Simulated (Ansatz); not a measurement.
**A workflow on BF2 (SMILES F[B]F)**

Wanted: a geometry optimisation (doublet BF2, USPW92/6-31G**), then vibrational wavenumbers (doublet BF2, USPW92/6-31G**), then the energy (doublet BF2, U-rPW86-PBE/x2c-SVPall), then a single-point energy (singlet [BF2]+, U-rPW86-PBE/x2c-SVPall), then a structure relaxation (singlet [BF2]+, USPW92/6-31G**) of BF2 and its partners. 

Program for the calculation: Ansatz 0.2.0.

**1. Starting point**

The species is BF2 (3 atoms), typed as a doublet with charge 0. SMILES: `F[B]F`. The start is not the relaxed shape. The run starts from this shape.

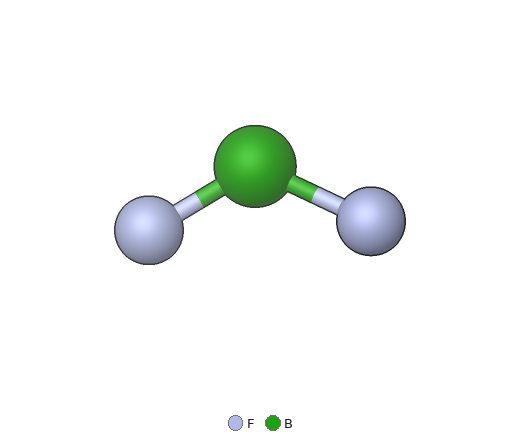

Viewed from a chosen angle; fluorine light blue, boron green.

**2. A structure relaxation at USPW92/6-31G(d,p) (Cartesian functions) (run 1)**

Contents of run.yaml:

```yaml
crystal:
  periodic: [false, false, false]
  atoms:
    - symbol: F
      position_ang: [0.593095, -1.023645, 0.224781]
    - symbol: B
      position_ang: [0.291502, 0.324793, 0.120121]
    - symbol: F
      position_ang: [-0.852627, 0.745696, -0.344528]
basis:
  gaussian:
    orbitals: 6-31G_st__st_.json
magnetization:
  spin_polarized: true
  initial_magnetization: 1
hamiltonian:
  xc: {name: SPW92}
relax: {}
```

The basis set 6-31G** is read from a file made from the Basis Set Exchange's data (not shown).

Started as:

```
ansatz run run.yaml --threads 1 --pin off --max-ram 2610MiB --events-out events.jsonl --progress --plain --runs-dir runs
```

What it wrote:

```text
Warning: RAYON_NUM_THREADS=1 ignored (pool sized by the plan → 1); use --threads N
The last accepted step is kept in runs//last_step.txt (removed where the run ends without a failure and the disk answers)
[... 4 lines left out ...]
393 factors; their error is unknown
[... 9 lines left out ...]
393 factors; their error is unknown
[... 6 lines left out ...]
393 factors; their error is unknown
[... 5 lines left out ...]
393 factors; their error is unknown
[... 6 lines left out ...]
393 factors; their error is unknown
[... 5 lines left out ...]
393 factors; their error is unknown
[... 4 lines left out ...]
393 factors; their error is unknown
[... 4 lines left out ...]
Total energy: -6068.33841224 eV, -223.0073233821 hartree
[... 3 lines left out ...]
Dipole moment:     0.009535     0.009229     0.004056 e Å
```

Wall time 3.3 s (1 thread of Arm Neoverse V1, shared host); peak memory 0.09 GiB.

Step by step:

| step | energy from the first frame kept (eV) | largest force (eV/Å) |
| --- | --- | --- |
| 1 | 0.0000 | 2.7762 |
| 2 | -0.0920 | 1.4161 |
| 3 | -0.1170 | 0.3337 |
| 4 | -0.1181 | 0.0423 |
| 5 | -0.1181 | 0.0215 |
| 6 | -0.1182 | 0.0003 |

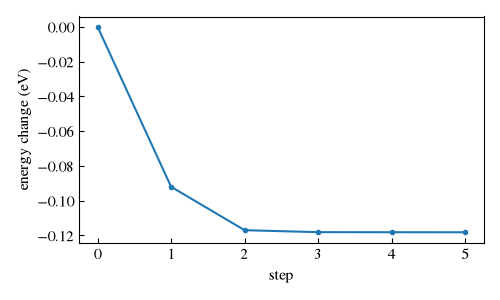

Energy along the run.

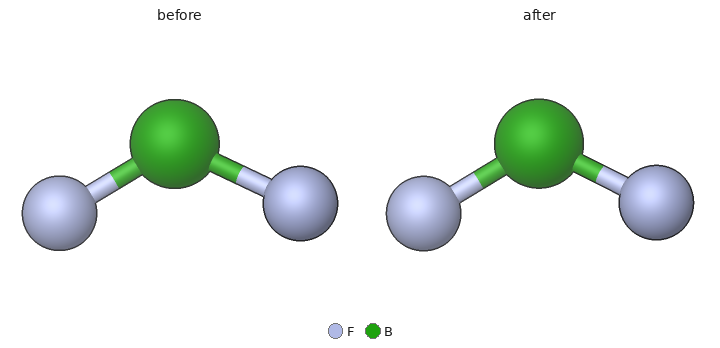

Before and after, at one scale.

After the run. Bond lengths: F1–B2 1.309 Å, B2–F3 1.309 Å. Angles: F1–B2–F3 120.6°.

**3. The harmonic vibrations at USPW92/6-31G(d,p) (Cartesian functions) (run 2)**

Contents of job.yaml:

```yaml
crystal:
  periodic: [false, false, false]
  atoms:
    - {symbol: F, position_ang: [0.565814, -0.977469, 0.214222]}
    - {symbol: B, position_ang: [0.307760, 0.303020, 0.126496]}
    - {symbol: F, position_ang: [-0.841604, 0.721293, -0.340344]}
basis:
  gaussian:
    orbitals: 6-31G_st__st_.json
hamiltonian:
  xc: {name: SPW92}
magnetization:
  spin_polarized: true
  initial_magnetization: 1
phonons:
  temperatures: {t_min: 300, t_max: 1500, t_step: 300}
```

The basis set 6-31G** is read from a file made from the Basis Set Exchange's data (not shown).

Started as:

```
ansatz run job.yaml --threads 1 --pin off --max-ram 2610MiB --events-out events.jsonl --progress --plain --runs-dir runs
```

What it wrote:

```text
Warning: RAYON_NUM_THREADS=1 ignored (pool sized by the plan → 1); use --threads N
[... 4 lines left out ...]
393 factors; their error is unknown
[... 8 lines left out ...]
393 factors; their error is unknown
[... 5 lines left out ...]
393 factors; their error is unknown
[... 4 lines left out ...]
393 factors; their error is unknown
[... 5 lines left out ...]
393 factors; their error is unknown
[... 4 lines left out ...]
393 factors; their error is unknown
[... 4 lines left out ...]
393 factors; their error is unknown
[... 3 lines left out ...]
Total energy: -6068.33841219 eV, -223.0073233804 hartree
[... 3 lines left out ...]
Dipole moment:     0.009538     0.009226     0.004057 e Å
Vibrations: 514.27 1181.25 1465.26 cm⁻¹, zero-point energy 0.195943 eV
```

Wall time 2.5 s (1 thread of Arm Neoverse V1, shared host); peak memory 0.085 GiB.

**4. A single-point energy at U-rPW86-PBE/x2c-SVPall (sfX2C) (run 3)**

Contents of molecule.yaml:

```yaml
crystal:
  periodic: [false, false, false]
  atoms:
    - {symbol: F, position_ang: [0.565814, -0.977469, 0.214222]}
    - {symbol: B, position_ang: [0.307760, 0.303020, 0.126496]}
    - {symbol: F, position_ang: [-0.841604, 0.721293, -0.340344]}
basis:
  gaussian:
    orbitals: x2c-SVPall.json
magnetization:
  spin_polarized: true
  initial_magnetization: 1
hamiltonian:
  xc: {name: rPW86-PBE}
output: {orbitals: {seedname: orbitals}}
```

The basis set x2c-SVPall is read from a file made from the Basis Set Exchange's data (not shown).

Started as:

```
ansatz run molecule.yaml --threads 1 --pin off --max-ram 2610MiB --events-out events.jsonl --progress --plain --runs-dir runs
```

What it wrote:

```text
Warning: RAYON_NUM_THREADS=1 ignored (pool sized by the plan → 1); use --threads N
Functional definition: rPW86-PBE
  name "rPW86-PBE"
  exchange = rpw86_x
  correlation = pbe_c
450 factors; their error is unknown
mean field evaluation 1: about -6119.5336 eV, gradient 2.5e1 eV
mean field evaluation 2: about -6114.2651 eV, gradient 4.9e1 eV
mean field evaluation 4: about -6121.3032 eV, gradient 3.4e-1 eV
mean field evaluation 8: about -6121.2793 eV, gradient 2.5e-3 eV
mean field -6121.27933624 eV, -224.9528664546 hartree, gradient 4.5e-6 eV, S^2 0.751579; 0 other end points of the search recorded, 0 dependent functions left out
reference -6121.27940625 eV, -224.9528690275 hartree; 12, 11 occupied and 30, 31 virtual orbitals, 450 factors
Total energy: -6121.27940625 eV, -224.9528690275 hartree
Relativity: scalar
```

It took 1.8 s on 1 thread of Arm Neoverse V1, shared host; peak memory 0.13 GiB.

**5. The singlet cation: the energy at U-rPW86-PBE/x2c-SVPall (sfX2C) (run 4)**

Contents of in.yaml:

```yaml
crystal:
  periodic: [false, false, false]
  atoms:
    - {symbol: F, position_ang: [0.565814, -0.977469, 0.214222]}
    - {symbol: B, position_ang: [0.307760, 0.303020, 0.126496]}
    - {symbol: F, position_ang: [-0.841604, 0.721293, -0.340344]}
basis:
  gaussian: {orbitals: x2c-SVPall.json}
total_charge: 1
magnetization: {spin_polarized: true}
hamiltonian: {xc: {name: rPW86-PBE}}
```

The basis set x2c-SVPall is read from a file made from the Basis Set Exchange's data (not shown).

Started as:

```
ansatz run in.yaml --threads 1 --pin off --max-ram 2610MiB --events-out events.jsonl --progress --plain --runs-dir runs
```

What it wrote:

```text
Warning: RAYON_NUM_THREADS=1 ignored (pool sized by the plan → 1); use --threads N
Functional definition: rPW86-PBE
  name "rPW86-PBE"
  exchange = rpw86_x
  correlation = pbe_c
450 factors; their error is unknown
mean field evaluation 1: about -6095.6499 eV, gradient 7.0e1 eV
mean field evaluation 2: about -5994.6070 eV, gradient 1.8e2 eV
mean field evaluation 4: about -6110.9754 eV, gradient 5.5e0 eV
mean field evaluation 8: about -6111.0672 eV, gradient 3.4e-2 eV
mean field -6111.06720503 eV, -224.5775775547 hartree, gradient 2.4e-5 eV, S^2 0.000000; 0 other end points of the search recorded, 0 dependent functions left out
reference -6111.06726498 eV, -224.5775797577 hartree; 11, 11 occupied and 31, 31 virtual orbitals, 450 factors
Total energy: -6111.06726498 eV, -224.5775797577 hartree
Relativity: scalar
```

It took 1.8 s on 1 thread of Arm Neoverse V1, shared host; peak memory 0.13 GiB.

**6. The singlet cation: a structure relaxation at USPW92/6-31G(d,p) (Cartesian functions) (run 5)**

Contents of molecule.yaml:

```yaml
crystal:
  periodic: [false, false, false]
  atoms:
    - symbol: F
      position_ang: [0.565814, -0.977469, 0.214222]
    - symbol: B
      position_ang: [0.307760, 0.303020, 0.126496]
    - symbol: F
      position_ang: [-0.841604, 0.721293, -0.340344]
basis:
  gaussian: {orbitals: 6-31G_st__st_.json}
total_charge: 1
magnetization: {spin_polarized: true}
hamiltonian: {xc: {name: SPW92}}
relax: {}
```

The basis set 6-31G** is read from a file made from the Basis Set Exchange's data (not shown).

Started as:

```
ansatz run molecule.yaml --threads 1 --pin off --max-ram 2610MiB --events-out events.jsonl --progress --plain --runs-dir runs
```

What it wrote:

```text
Warning: RAYON_NUM_THREADS=1 ignored (pool sized by the plan → 1); use --threads N
The last accepted step is kept in runs//last_step.txt (removed where the run ends without a failure and the disk answers)
[... 4 lines left out ...]
393 factors; their error is unknown
[... 9 lines left out ...]
393 factors; their error is unknown
[... 6 lines left out ...]
393 factors; their error is unknown
[... 6 lines left out ...]
393 factors; their error is unknown
[... 5 lines left out ...]
393 factors; their error is unknown
[... 5 lines left out ...]
393 factors; their error is unknown
[... 4 lines left out ...]
393 factors; their error is unknown
[... 4 lines left out ...]
Total energy: -6060.05033979 eV, -222.7027423375 hartree
[... 3 lines left out ...]
Dipole moment:    -0.000008     0.000003    -0.000003 e Å
```

Run time: 3.6 s. Hardware: 1 thread of Arm Neoverse V1, shared host; peak memory 0.09 GiB.

Steps, from the record of the run:

| step | energy from the first frame kept (eV) | largest force (eV/Å) |
| --- | --- | --- |
| 1 | 0.0000 | 6.9233 |
| 2 | -0.7067 | 4.5965 |
| 3 | -1.3382 | 1.2680 |
| 4 | -1.5655 | 0.6790 |
| 5 | -1.5720 | 0.1087 |
| 6 | -1.5722 | 0.0019 |

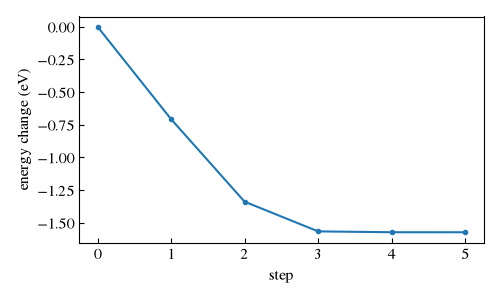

Energy along the run.

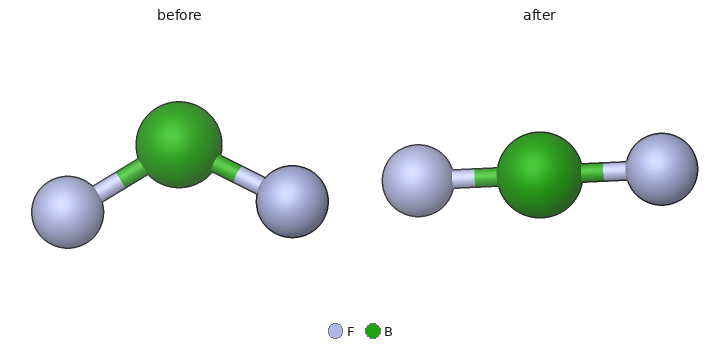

Before and after, at one scale.

After the run. Bond lengths: F1–B2 1.233 Å, B2–F3 1.233 Å. Angles: F1–B2–F3 180.0°.

**7. Summary of results**

| quantity | value |
| --- | --- |
| run 1, USPW92/6-31G**: total energy at the end | -223.00732 Eh |
| run 1, USPW92/6-31G**: dipole moment | 0.07 D |
| run 1, USPW92/6-31G**: ⟨S²⟩ | 0.751 |
| run 2, USPW92/6-31G**: largest force on an atom | 0.000 eV/Å |
| run 2, USPW92/6-31G**: lowest harmonic wavenumber | 514 cm⁻¹ |
| run 2, USPW92/6-31G**: highest harmonic wavenumber | 1465 cm⁻¹ |
| run 2, USPW92/6-31G**: zero-point energy | 18.9 kJ/mol |
| run 3, U-rPW86-PBE/x2c-SVPall: total energy | -224.95287 Eh |
| run 3, U-rPW86-PBE/x2c-SVPall: HOMO energy (highest over α and β) | -5.68 eV |
| run 3, U-rPW86-PBE/x2c-SVPall: LUMO energy (lowest over α and β) | -3.19 eV |
| run 3, U-rPW86-PBE/x2c-SVPall: ⟨S²⟩ | 0.752 |
| singlet cation, run 4: total energy | -224.57758 Eh |
| singlet cation, run 5: total energy at the end | -222.70274 Eh |
| vertical ionisation energy (to the singlet cation), U-rPW86-PBE/x2c-SVPall | 10.212 eV |
| adiabatic ionisation energy (to the singlet cation, no zero-point term), USPW92/6-31G** | 8.288 eV |

In words: At U-rPW86-PBE/x2c-SVPall: the vertical ionisation energy comes to 10.21 eV (235 kcal/mol). −ε(HOMO) before ionisation, 5.68 eV, is 4.54 eV below this ionisation energy. At USPW92/6-31G**: the adiabatic ionisation energy (to the singlet cation, no zero-point term) is 8.29 eV (800 kJ/mol). The optimisation (run 1, USPW92/6-31G**) took 5 steps and changed the energy by -0.118 eV. Mulliken charges (run 1, USPW92/6-31G**) run from -0.12 on F1 to +0.24 on B2; they depend strongly on the basis. All 3 modes are real, so the shape is a minimum at this level.
